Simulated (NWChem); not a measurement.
# One shape, several levels: [NH4]+ (ammonium)

Wanted: a comparison of 6 runs (B3LYP/6-31G*, PBE0/pcseg-2, B3LYP/def2-TZVPP, CCSD(T)/def2-SVP, CCSD(T)/def2-TZVPP) of [NH4]+ (ammonium). 

The calculation is run with NWChem 7.3.0.

2 further runs of the same task are left out: 2 set aside as unsound or not needed. Runs told in other sessions of the task aren't counted.

## 1. The structure to begin with

The species is [NH4]+ (5 atoms), meant as a singlet with charge +1. SMILES: `[NH4+]`. The coordinates come from a PBE0-D4/def2-TZVP relaxation.

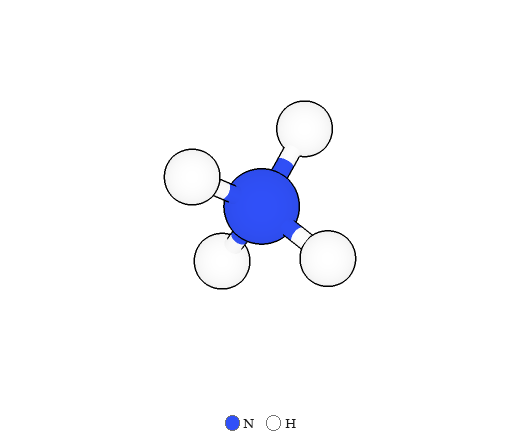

Viewed from a chosen angle; nitrogen blue, hydrogen white.

## 2. Energy and gradient at B3LYP/6-31G(d) (spherical functions) (run 1)

run.py reads:

```python
from ase import Atoms
from ase.calculators.nwchem import NWChem

atoms = Atoms(['N', 'H', 'H', 'H', 'H'], positions=[
    [0.000010, 0.000010, -0.000000],
    [0.453330, -0.447860, 0.801010],
    [-0.972430, 0.216180, 0.235210],
    [0.023940, -0.633460, -0.803650],
    [0.495160, 0.865130, -0.232580],
])

calc = NWChem(
    label='job',
    theory='dft',
    memory='2200 mb',
    basis='6-31G*',
    basispar='spherical bse',
    charge=1,
    dft={'xc': 'b3lyp', 'mult': '1', 'grid': 'xfine', 'convergence': 'energy 1e-08', 'iterations': '100', 'mulliken': None},
)
atoms.calc = calc

forces = atoms.get_forces()
print("Total energy (eV):", round(atoms.get_potential_energy(), 6))
print("forces (eV/A):")
for s, f in zip(atoms.symbols, forces):
    print(f"{s:2s} {f[0]:10.5f} {f[1]:10.5f} {f[2]:10.5f}")
print("dipole (e A):", atoms.get_dipole_moment().round(4))
```

Started as:

```sh
$ export ASE_NWCHEM_COMMAND="nwchem PREFIX.nwi > PREFIX.nwo"
$ python run.py
```

Output:

```text
Total energy (eV): -1548.124818
forces (eV/A):
N    -0.00010   -0.00046   -0.00015
H     0.11539   -0.11349    0.20384
H    -0.24755    0.05487    0.05991
H     0.00602   -0.16075   -0.20445
H     0.12624    0.21988   -0.05908
dipole (e A): [-0. -0. -0.]
```

The calculator wrote job.nwi:

```
title "job"

permanent_dir job

scratch_dir job

start job

geometry units angstrom nocenter noautosym noautoz
  N  1.0000000000000001e-05 1.0000000000000001e-05 -0.0000000000000000e+00
  H  4.5333000000000001e-01 -4.4785999999999998e-01 8.0101000000000000e-01
  H  -9.7243000000000002e-01 2.1618000000000001e-01 2.3521000000000000e-01
  H  2.3939999999999999e-02 -6.3346000000000002e-01 -8.0364999999999998e-01
  H  4.9515999999999999e-01 8.6512999999999995e-01 -2.3258000000000001e-01
end

charge 1

memory 2200 mb

basis spherical bse noprint
   * library 6-31G*
end

dft
  xc b3lyp
  mult 1
  grid xfine
  convergence energy 1e-08
  iterations 100
  mulliken
end

task dft gradient
```

job.nwo:

```text
Northwest Computational Chemistry Package (NWChem) 7.3.0
             --------------------------------------------------------

           Job information
           ---------------

    nwchem branch   = 7.3.0
    use scalapack   = T
    input           = job.nwi
    prefix          = job.
    data base       = job/job.db
    status          = startup
    nproc           =        1

           Memory information
           ------------------

    heap     =     72089596 doubles =      550.0 Mbytes
    stack    =     72089601 doubles =      550.0 Mbytes
    global   =    144179200 doubles =     1100.0 Mbytes (distinct from heap & stack)
    total    =    288358397 doubles =     2200.0 Mbytes
    verify   = yes
    hardfail = no

[... 96 lines left out ...]
  convergence criterion.
[... 39 lines left out ...]
          Spatial weights used:  Erf1
[... 71 lines left out ...]
         Total DFT energy =      -56.892538171606
[... 3 lines left out ...]
 Nuclear repulsion energy =       16.375271264189
[... 229 lines left out ...]
          Convergence on gradient requested:  5.00D-04
[... 26 lines left out ...]
          total energy or number of iterations.
[... 28 lines left out ...]
    atom               coordinates                        gradient
                 x          y          z           x          y          z
   1 N       0.000019   0.000019   0.000000    0.000002   0.000009   0.000003
   2 H       0.856669  -0.846333   1.513689   -0.002244   0.002207  -0.003964
   3 H      -1.837626   0.408521   0.444482    0.004814  -0.001067  -0.001165
   4 H       0.045240  -1.197066  -1.518678   -0.000117   0.003126   0.003976
   5 H       0.935717   1.634859  -0.439512   -0.002455  -0.004276   0.001149

                 ----------------------------------------
                 |  Time  |  1-e(secs)   |  2-e(secs)   |
                 ----------------------------------------
                 |  CPU   |       0.00   |       0.03   |
                 ----------------------------------------
                 |  WALL  |       0.00   |       0.03   |
                 ----------------------------------------

 Task  times  cpu:        3.6s     wall:        3.6s
 Total times  cpu:        3.6s     wall:        3.6s
```

Run time: 4.8 s. Hardware: 1 thread of Intel Xeon at 2.60GHz (Ice Lake), shared host; peak memory 0.12 GiB.

## 3. Energy and forces at B3LYP/6-31G(d) (Cartesian functions) (run 2)

run.py reads:

```python
from ase import Atoms
from ase.calculators.nwchem import NWChem

molecule = Atoms(['N', 'H', 'H', 'H', 'H'], positions=[
    [0.000010, 0.000010, -0.000000],
    [0.453330, -0.447860, 0.801010],
    [-0.972430, 0.216180, 0.235210],
    [0.023940, -0.633460, -0.803650],
    [0.495160, 0.865130, -0.232580],
])

calc = NWChem(
    label='m1',
    theory='dft',
    memory='2200 mb',
    basis='6-31G*',
    charge=1,
    dft={'xc': 'b3lyp', 'mult': '1', 'grid': 'xfine', 'convergence': 'energy 1e-08', 'iterations': '100', 'mulliken': None},
)
molecule.calc = calc

forces = molecule.get_forces()
print(f"energy = {molecule.get_potential_energy():.6f} eV")
print("forces (eV/A):")
for s, f in zip(molecule.symbols, forces):
    print(f"{s:2s} {f[0]:10.5f} {f[1]:10.5f} {f[2]:10.5f}")
print("dipole (e A):", molecule.get_dipole_moment().round(4))
```

Started as:

```sh
$ export ASE_NWCHEM_COMMAND="nwchem PREFIX.nwi > PREFIX.nwo"
$ python run.py
```

Output:

```text
energy = -1548.158678 eV
forces (eV/A):
N    -0.00010   -0.00046   -0.00015
H     0.11102   -0.10917    0.19612
H    -0.23819    0.05281    0.05764
H     0.00581   -0.15468   -0.19674
H     0.12146    0.21155   -0.05687
dipole (e A): [-0. -0. -0.]
```

The calculator wrote m1.nwi:

```
title "m1"

permanent_dir m1

scratch_dir m1

start m1

geometry units angstrom nocenter noautosym noautoz
  N  1.0000000000000001e-05 1.0000000000000001e-05 -0.0000000000000000e+00
  H  4.5333000000000001e-01 -4.4785999999999998e-01 8.0101000000000000e-01
  H  -9.7243000000000002e-01 2.1618000000000001e-01 2.3521000000000000e-01
  H  2.3939999999999999e-02 -6.3346000000000002e-01 -8.0364999999999998e-01
  H  4.9515999999999999e-01 8.6512999999999995e-01 -2.3258000000000001e-01
end

charge 1

memory 2200 mb

basis noprint
   * library 6-31G*
end

dft
  xc b3lyp
  mult 1
  grid xfine
  convergence energy 1e-08
  iterations 100
  mulliken
end

task dft gradient
```

m1.nwo:

```text
Northwest Computational Chemistry Package (NWChem) 7.3.0
             --------------------------------------------------------

           Job information
           ---------------

    nwchem branch   = 7.3.0
    use scalapack   = T
    input           = m1.nwi
    prefix          = m1.
    data base       = m1/m1.db
    status          = startup
    nproc           =        1

           Memory information
           ------------------

    heap     =     72089596 doubles =      550.0 Mbytes
    stack    =     72089601 doubles =      550.0 Mbytes
    global   =    144179200 doubles =     1100.0 Mbytes (distinct from heap & stack)
    total    =    288358397 doubles =     2200.0 Mbytes
    verify   = yes
    hardfail = no

[... 96 lines left out ...]
  convergence criterion.
[... 39 lines left out ...]
          Spatial weights used:  Erf1
[... 71 lines left out ...]
         Total DFT energy =      -56.893782492549
[... 3 lines left out ...]
 Nuclear repulsion energy =       16.375271264189
[... 236 lines left out ...]
          Convergence on gradient requested:  5.00D-04
[... 26 lines left out ...]
          total energy or number of iterations.
[... 28 lines left out ...]
    atom               coordinates                        gradient
                 x          y          z           x          y          z
   1 N       0.000019   0.000019   0.000000    0.000002   0.000009   0.000003
   2 H       0.856669  -0.846333   1.513689   -0.002159   0.002123  -0.003814
   3 H      -1.837626   0.408521   0.444482    0.004632  -0.001027  -0.001121
   4 H       0.045240  -1.197066  -1.518678   -0.000113   0.003008   0.003826
   5 H       0.935717   1.634859  -0.439512   -0.002362  -0.004114   0.001106

                 ----------------------------------------
                 |  Time  |  1-e(secs)   |  2-e(secs)   |
                 ----------------------------------------
                 |  CPU   |       0.00   |       0.03   |
                 ----------------------------------------
                 |  WALL  |       0.00   |       0.03   |
                 ----------------------------------------

 Task  times  cpu:        3.6s     wall:        3.6s
 Total times  cpu:        3.7s     wall:        3.7s
```

Wall time 4.8 s (1 thread of Intel Xeon at 2.60GHz (Ice Lake), shared host); peak memory 0.12 GiB.

Runs 3 to 5 aren't shown in full; the table further down has their settings and results.

## 4. The energy at CCSD(T)/def2-TZVPP (run 6)

a.nw reads:

```
start a
memory 2200 mb
charge 1

geometry noautosym nocenter noautoz
  N     0.000010    0.000010    0.000000
  H     0.453330   -0.447860    0.801010
  H    -0.972430    0.216180    0.235210
  H     0.023940   -0.633460   -0.803650
  H     0.495160    0.865130   -0.232580
end

basis spherical bse
  * library def2-TZVPP
end

scf
  thresh 1e-08
  maxiter 80
  noprint "final vectors analysis"
end

ccsd
  freeze core 1
  maxiter 60
end

task ccsd(t)
```

Started as:

```sh
$ nwchem a.nw > a.out
```

Output:

```text
[...]
  functions       =    87
[...]
  wavefunction    = RHF
[...]
         Total SCF energy =    -56.566043611082
      One-electron energy =   -104.918817373039
      Two-electron energy =     31.977502497768
 Nuclear repulsion energy =     16.375271264189
        Time for solution =      6.0s
[...]
 Total MP2 energy:            -56.794499083345144
[...]
             energy      energy      error      ampl     ampl      Block
                                                time     time      time
[...]
 Total CCSD energy:            -56.809889729488475
[...]
 Total CCSD+T(CCSD) energy:            -56.816535645131538
[...]
 Total CCSD(T) energy:                 -56.816400039790217
[...]
```

It took 50 s on 1 thread of Intel Xeon at 2.60GHz (Ice Lake), shared host; peak memory 0.15 GiB.

## 5. The series

| run | level | Cartesian functions | task | energy (Eh) | HOMO energy (eV) | LUMO energy (eV) | HOMO–LUMO gap (eV) | wall time |
| --- | --- | --- | --- | --- | --- | --- | --- | --- |
| 1 | B3LYP/6-31G* (spherical functions) | no | gradient | -56.892538 | -22.57 | -5.68 | 16.90 | 4.8 s |
| 2 | B3LYP/6-31G* (Cartesian functions) | yes | gradient | -56.893782 | -22.57 | -5.69 | 16.87 | 4.8 s |
| 3 | PBE0/pcseg-2 | no | gradient | -56.856221 | -22.79 | -6.01 | 16.79 | 17 s |
| 4 | B3LYP/def2-TZVPP | no | gradient | -56.927132 | -22.50 | -6.34 | 16.17 | 17 s |
| 5 | CCSD(T)/def2-SVP | no | energy | -56.707268 | – | – | – | 2.6 s |
| 6 | CCSD(T)/def2-TZVPP | no | energy | -56.816400 | – | – | – | 50 s |

## 6. Results

```
                                         quantity         value
                              run 6: total energy  -56.81640 Eh
run 6: correlation energy (1 core orbital frozen)    -250.4 mEh
                            run 6: (T) correction     -6.51 mEh
```

**Reading.** Over runs 1, 2, 3, 4 the HOMO–LUMO gap runs from 16.17 eV (B3LYP/def2-TZVPP) to 16.90 eV (B3LYP/6-31G*). Totals of different functionals can't be ranked against each other. All runs together took 96 s, the longest 50 s.
